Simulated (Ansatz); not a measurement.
**BGeH₄ (doublet): inputs that go wrong at a displaced geometry (v2)**

5 inputs are run for BGeH₄ (doublet) as typed; the log has to tell whether the result can be used and what must change.

Computed with Ansatz 0.2.0, Gaussian basis. Level: the settings change from run to run.

23 further runs of the same task are left out: 6 that didn't finish, 17 set aside as unsound or not needed. Runs told in other sessions of the task aren't counted.

## Step 1: The system

The geometry is a PBE0/def2-TZVP stationary point (not a proven minimum) with its atoms shifted at random (size 0.100 Å). No spin-orbit coupling is included. The filled d shell of Ge may be among the frozen orbitals whatever the setting's name suggests.

6 atoms, charge 0, spin multiplicity 2.

Atoms are counted from 1 here; the program's logs count them from 0.

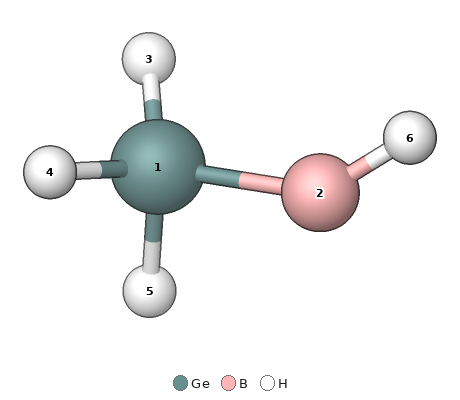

The geometry (germanium teal, boron pink, hydrogen white); atoms are numbered from 1 in the order of the file.

## Step 2: Try 1

Input file in.yaml:

```yaml
crystal:
  periodic: [false, false, false]
  atoms:
    - {symbol: Ge, position_ang: [0.022406, 0.016856, 0.265837]}
    - {symbol: B, position_ang: [-0.142468, -0.142997, -1.750936]}
    - {symbol: H, position_ang: [-0.065848, 1.428417, 0.836372]}
    - {symbol: H, position_ang: [1.259971, -0.790176, 0.831426]}
    - {symbol: H, position_ang: [-1.328508, -0.809309, 0.728543]}
    - {symbol: H, position_ang: [0.047732, 0.490077, -2.774341]}
basis:
  gaussian: {orbitals: def2-TZVP, fitting: {mean_field: def2-universal-jkfit}}
magnetization: {spin_polarized: false, initial_magnetization: 1}
correlation: {active_space: {ras: {orbitals: [5, 1, 82], electrons: 11, max_holes: 2, max_particles: 2}, fixed_orbitals: true}}
scf: {lower_state_search: off}
output: {forces: true}
```

On the command line:

```
$ ansatz run in.yaml --threads 1 --pin off --events-out ev --progress --plain --max-ram 2393MiB
```

The log of the run:

```text
Functional definition: HF
  name "HF"
  cite "Fock, Z. Phys. 61, 126 (1930) doi:10.1007/BF01340294"
  parent pbe
  exchange = exact_x
  correlation = 0
these checks for a lower state are left out or cut short: starts, cluster_reference, orbital_swaps, neighbouring_geometries, increment
413 factors; integrals over basis functions are off by at most 8.0e-1 eV
mean field evaluation 1: about -57204.6351 eV, gradient 1.3e1 eV
mean field evaluation 2: about -57205.7967 eV, gradient 4.8e0 eV
mean field evaluation 4: about -57205.9613 eV, gradient 4.1e-1 eV
mean field -57205.96373022 eV, -2102.2803914908 hartree, gradient 2.2e-6 eV, S^2 0.750000; 0 other end points of the search recorded, 0 dependent functions left out
reference -57205.96373022 eV, -2102.2803914908 hartree; 21, 20 occupied and 82, 83 virtual orbitals, 413 factors
Error: with the densities for the forces the run needs 4.61 GiB of the host's memory, and 2.33 GiB are given
refused for memory
```

It took 0.9 s on 1 thread of Arm Neoverse V1, shared host.

Diagnosis: The program refused it for memory. The method needs more than --max-ram allows. Cure: a smaller space or basis, or more memory.

## Step 3: Try 2

Input file in.yaml:

```yaml
crystal:
  periodic: [false, false, false]
  atoms:
    - {symbol: Ge, position_ang: [0.022406, 0.016856, 0.265837]}
    - {symbol: B, position_ang: [-0.142468, -0.142997, -1.750936]}
    - {symbol: H, position_ang: [-0.065848, 1.428417, 0.836372]}
    - {symbol: H, position_ang: [1.259971, -0.790176, 0.831426]}
    - {symbol: H, position_ang: [-1.328508, -0.809309, 0.728543]}
    - {symbol: H, position_ang: [0.047732, 0.490077, -2.774341]}
basis:
  gaussian: {orbitals: STO-3G}
magnetization: {spin_polarized: false, initial_magnetization: 1}
correlation: {method: ccsd_t, frozen_orbitals: {Ge: 20}}
accuracy: high
```

Same command.

The log of the run:

```text
Functional definition: HF
  name "HF"
  cite "Fock, Z. Phys. 61, 126 (1930) doi:10.1007/BF01340294"
  parent pbe
  exchange = exact_x
  correlation = 0
Error: "frozen_orbitals" has no count for B
```

It took 0.03 s on 1 thread of Arm Neoverse V1, shared host.

What is wrong: The run was refused. The frozen-orbital counts are incomplete or too large. To mend it, leave frozen_orbitals out, or give each element a count that its core has.

## Step 4: Try 3

Input file in.yaml:

```yaml
crystal:
  periodic: [false, false, false]
  atoms:
    - {symbol: Ge, position_ang: [0.022406, 0.016856, 0.265837]}
    - {symbol: B, position_ang: [-0.142468, -0.142997, -1.750936]}
    - {symbol: H, position_ang: [-0.065848, 1.428417, 0.836372]}
    - {symbol: H, position_ang: [1.259971, -0.790176, 0.831426]}
    - {symbol: H, position_ang: [-1.328508, -0.809309, 0.728543]}
    - {symbol: H, position_ang: [0.047732, 0.490077, -2.774341]}
basis:
  gaussian: {orbitals: 6-31G}
correlation: {active_space: {window: {electrons: 3, orbitals: 3}}}
magnetization: {spin_polarized: true, initial_magnetization: 1}
```

The command is unchanged.

The log of the run:

```text
Error: invalid value for `correlation.active_space`: it starts from restricted Hartree–Fock orbitals; set hamiltonian.xc: hf without magnetization.spin_polarized
```

Wall time 0.03 s (1 thread of Arm Neoverse V1, shared host).

What is wrong: The run was refused. An active space is asked on unrestricted orbitals. To mend it, drop spin_polarized: true.

## Step 5: Try 4

Input file in.yaml:

```yaml
crystal:
  periodic: [false, false, false]
  atoms:
    - {symbol: Ge, position_ang: [0.022406, 0.016856, 0.265837]}
    - {symbol: B, position_ang: [-0.142468, -0.142997, -1.750936]}
    - {symbol: H, position_ang: [-0.065848, 1.428417, 0.836372]}
    - {symbol: H, position_ang: [1.259971, -0.790176, 0.831426]}
    - {symbol: H, position_ang: [-1.328508, -0.809309, 0.728543]}
    - {symbol: H, position_ang: [0.047732, 0.490077, -2.774341]}
basis:
  gaussian: {orbitals: "6-31G*"}
magnetization: {spin_polarized: false, initial_magnetization: 1}
correlation: {active_space: {ras: {orbitals: [5, 1, 37], electrons: 8, max_holes: 2, max_particles: 2}, fixed_orbitals: true}}
```

Same command.

The log of the run:

```text
Functional definition: HF
  name "HF"
  cite "Fock, Z. Phys. 61, 126 (1930) doi:10.1007/BF01340294"
  parent pbe
  exchange = exact_x
  correlation = 0
577 factors; integrals over basis functions are off by at most 6.8e-4 eV
mean field evaluation 1: about -57196.4925 eV, gradient 1.2e1 eV
mean field evaluation 2: about -57196.5138 eV, gradient 1.2e1 eV
mean field evaluation 4: about -57197.7048 eV, gradient 1.4e0 eV
mean field evaluation 8: about -57197.7153 eV, gradient 1.2e-1 eV
mean field evaluation 16: about -57197.6477 eV, gradient 1.3e0 eV
mean field evaluation 32: about -57195.8353 eV, gradient 1.2e1 eV
mean field -57197.71550578 eV, -2101.9772748334 hartree, gradient 7.1e-6 eV, S^2 0.750000; 4 other end points of the search recorded, 0 dependent functions left out
reference -57197.71550578 eV, -2101.9772748334 hartree; 21, 20 occupied and 37, 38 virtual orbitals, 577 factors
Error: 8 electrons in 43 orbitals form no window around the highest filled level of the reference
```

It took 1.2 s on 1 thread of Arm Neoverse V1, shared host.

**Diagnosis.** The run stopped with an error. The electron count of the restricted space is wrong. To mend it, count the correlated electrons again.

## Step 6: Try 5

Input file in.yaml:

```yaml
crystal:
  periodic: [false, false, false]
  atoms:
    - {symbol: Ge, position_ang: [0.022406, 0.016856, 0.265837]}
    - {symbol: B, position_ang: [-0.142468, -0.142997, -1.750936]}
    - {symbol: H, position_ang: [-0.065848, 1.428417, 0.836372]}
    - {symbol: H, position_ang: [1.259971, -0.790176, 0.831426]}
    - {symbol: H, position_ang: [-1.328508, -0.809309, 0.728543]}
    - {symbol: H, position_ang: [0.047732, 0.490077, -2.774341]}
basis:
  gaussian: {orbitals: 6-31G}
magnetization: {spin_polarized: false, initial_magnetization: 1}
correlation: {method: fic_mrcisd_q, electrons: outside_noble_gas, active_space: {window: {electrons: 3, orbitals: 3}, states: [{multiplicity: 2, weights: [1, 1]}], root: 2}}
```

The command is unchanged.

The log of the run:

```text
Error: the active space averages no state 2, counted from zero
```

It took 0.03 s on 1 thread of Arm Neoverse V1, shared host.

Diagnosis: The run was refused. The root asked for lies beyond the states averaged. Fix: average more states or name a lower root.

## Step 7: Summary

```csv
try,level,ended,cause,time
1,CISD/def2-TZVP,out of memory,the method needs more than --max-ram allows,0.9 s
2,CCSD(T) on ROHF/STO-3G,refused,the frozen-orbital counts are incomplete or too large,0.03 s
3,"CASSCF(3,3)/6-31G",refused,an active space is asked on unrestricted orbitals,0.03 s
4,CISD/6-31G*,stopped by an error,the electron count of the restricted space is wrong,1.2 s
5,"MRCISD+Q(3,3)/6-31G",refused,the root asked for lies beyond the states averaged,0.03 s
```

1 out of memory, 3 refused, 1 stopped by an error.
